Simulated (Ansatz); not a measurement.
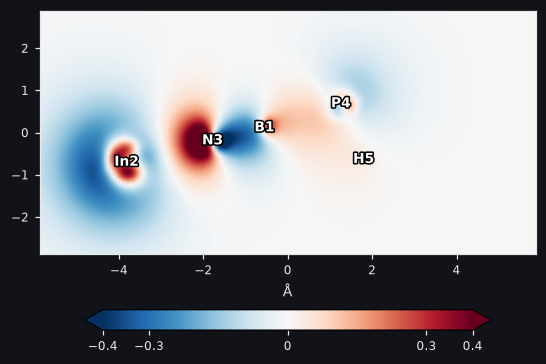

Figure 1: BH$_{2}$InNP (SMILES [PH2+]=B[N+]#[In-2]). The HOMO on the plane of atoms B1, P4 and H5 (values in Å⁻³ᐟ²; the overall sign is arbitrary).

Geometry: r2SCAN-D4/def2-SVP; core potentials replace the inner electrons of In.

Level of theory: isolated molecule in a Gaussian basis; Kohn-Sham density functional theory, functional PBE0 in Ansatz.

```xyz
6

B    -1.5039    1.9613   -0.7580
In    0.2717    2.2486   -3.6198
N    -0.8354    2.0683   -1.8340
P    -2.5385    1.9668    0.8231
H    -1.5545    1.3011    1.6170
H    -3.2416    0.7616    0.5150
```

What is the character of this orbital?

Answer. It lies mainly on In2 (about 75 %) and N3 (about 20 %). Its energy is −6.93 eV.
